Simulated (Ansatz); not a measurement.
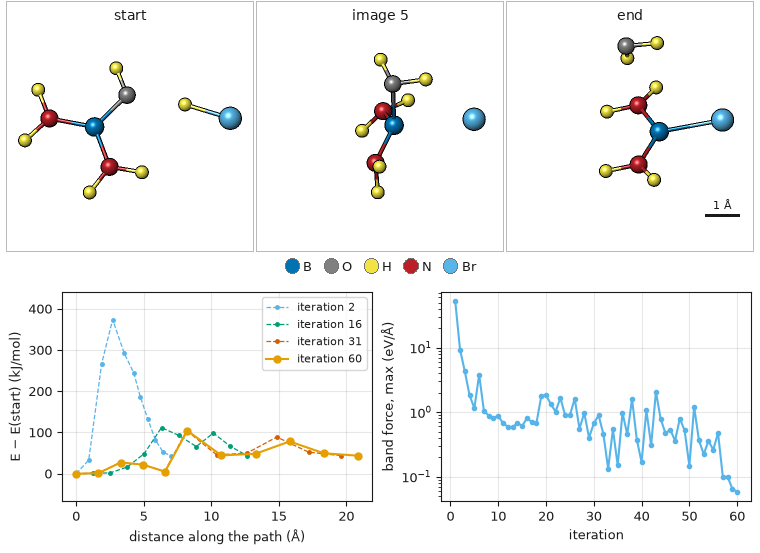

A nudged-elastic-band calculation for BN$_{2}$H$_{6}$OBr. Images are numbered from 0 (start) to 10 (end). The plot follows the band through its iterations. The picture is a ball-and-stick view, seen at a tilt.

These are results of RKS B3LYP/def2-SVP (Ansatz 0.2.0), not measurements. Set-up: 9 movable images; climbing image; force threshold 0.03 eV/Å; iteration limit 60; starting path through a guess of the saddle point.

How did the profile develop, and is the result final?

The result isn't final. The band hadn't converged when the run stopped after 60 iterations. The largest component of the band force went from 52 to 0.058 eV/Å. The barrier read from it is provisional, though the highest image hardly moved in the last two iterations. The first iteration put the highest image at 1465.8 kJ/mol. The highest point, image 5, lies 104.4 kJ/mol above the start and 60.6 kJ/mol above the end; the end is at +43.8 kJ/mol relative to the start. The profile has 3 maxima (images 2, 5, 8) with a dip at image 4, 6 (+5.0 kJ/mol, +44.4 kJ/mol), which on an unconverged band is provisional.
